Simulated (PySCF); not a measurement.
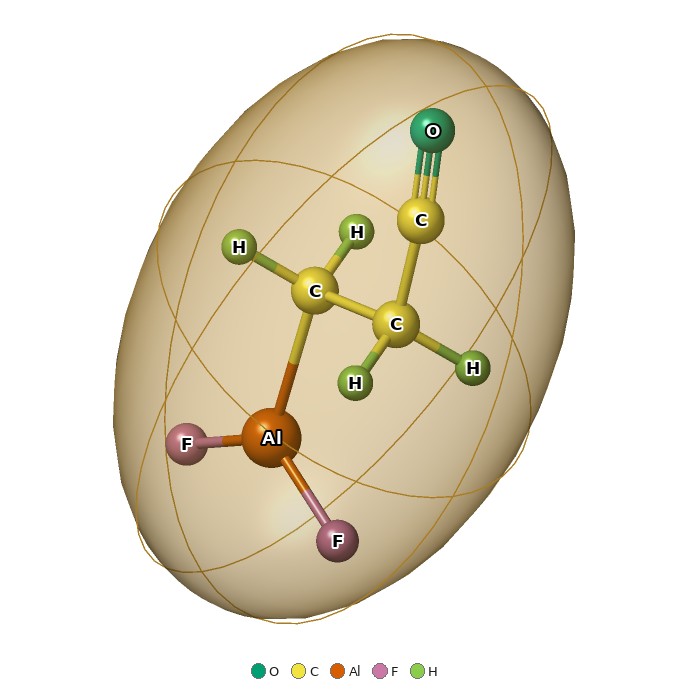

The ellipsoid shows the static dipole polarisability: its half-axes are proportional to the principal values. Charge +1, singlet. Computed geometry: GFN2-xTB optimisation. No frequency run is at hand to confirm it as a minimum. Method: CAM-B3LYP/def2-SVPD (PySCF 2.14.0).

**Give the principal values, the mean and the anisotropy.**

Principal values 40.0, 47.4, 74.5 bohr³; mean 53.9 bohr³ (7.99 Å³); anisotropy 31.4 bohr³, so the longest axis is 1.86 times the shortest.

The geometry is semi-empirical. Around Al such bond lengths and angles can be off by a tenth of an ångström or more and by several degrees, and values that hang on the shape move with them.
